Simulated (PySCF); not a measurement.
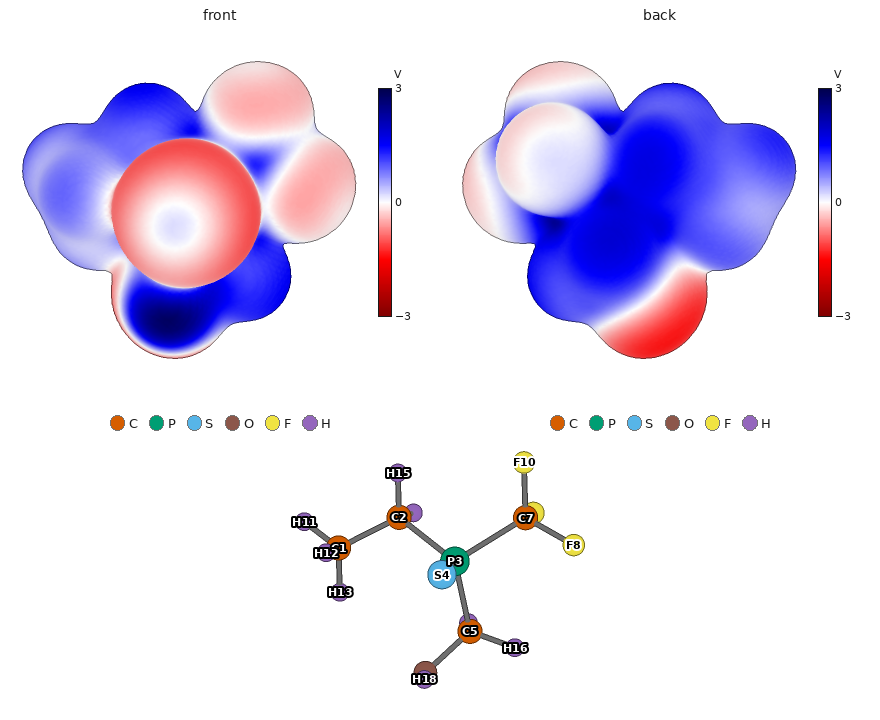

The picture shows: C4H8F3OPS. The electrostatic potential painted on the density surface at 0.004 e/bohr³, seen from the front and from behind; red is negative and blue positive. The bare structure is drawn below in the same view.

Geometry: GFN2-xTB.

All numbers below come from PBE0/pcSseg-1, SCF density, gas phase, non-relativistic in PySCF 2.14.0.

| atom | x (Å) | y (Å) | z (Å) |
| --- | --- | --- | --- |
| C | -2.0149 | -1.0055 | -0.4932 |
| C | -1.2735 | 0.2792 | -0.8425 |
| P | 0.2549 | 0.3868 | 0.1854 |
| S | 0.0701 | 0.3863 | 2.1054 |
| C | 1.4716 | -0.8853 | -0.4566 |
| O | 1.1494 | -2.1233 | 0.0923 |
| C | 1.0385 | 1.9647 | -0.5461 |
| F | 2.2441 | 2.1819 | -0.0175 |
| F | 1.2040 | 1.8681 | -1.8749 |
| F | 0.2851 | 3.0408 | -0.3207 |
| H | -2.9456 | -1.0695 | -1.0519 |
| H | -2.2478 | -1.0236 | 0.5709 |
| H | -1.4062 | -1.8777 | -0.7251 |
| H | -1.0027 | 0.3161 | -1.9007 |
| H | -1.8821 | 1.1569 | -0.5988 |
| H | 2.4881 | -0.5576 | -0.1828 |
| H | 1.4008 | -0.9789 | -1.5437 |
| H | 1.1574 | -2.0531 | 1.0592 |

**Which sites attract a positive test charge, and which a negative one?**

A positive charge is drawn to the negative regions and a negative charge to the positive ones. The most negative region (about −1.3 V, or −30 kcal/mol for a unit charge) lies over O6, the most positive (about +2.6 V, or +60 kcal/mol for a unit charge) over H18. O6 is the likeliest acceptor of a hydrogen bond.

**What dipole moment does the calculation give?**

Its dipole moment is 2.79 D.
